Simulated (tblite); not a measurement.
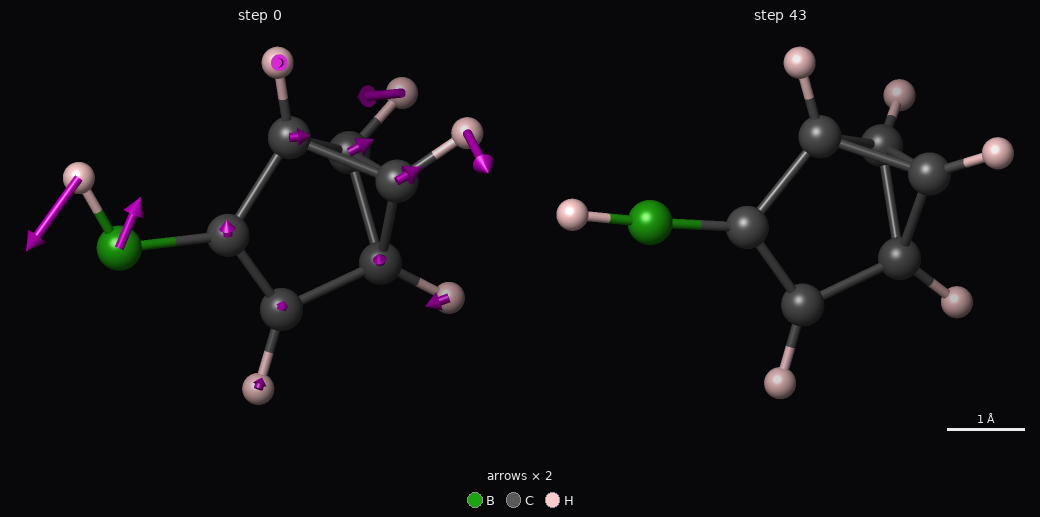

The structure of C6H6B (multiplicity 2) before (left) and after (right) a relaxation, at one scale. The purple arrows give the displacements, 2 times their true length.

The picture is a ball-and-stick view, seen at a tilt.

Level of theory: tblite, GFN2-xTB geometry optimisation, gas phase. 

Question: Summarise the run.

Answer: The energy falls by 1.715 eV in 43 geometry steps. The largest move after the best rigid fit is that of an H atom, 0.59 Å. Largest moves by element: H 0.59 Å, B 0.36 Å, C 0.20 Å. Among the contacts that change: B–C 1.577 → 1.421 Å, C–C 1.336 → 1.399 Å, C–H 1.119 → 1.069 Å, C–C 1.500 → 1.463 Å. Bond angles that change, for instance: C–B–H 120.5° → 177.5°, C–C–H 104.0° → 136.0°, C–C–H 104.7° → 136.1°.
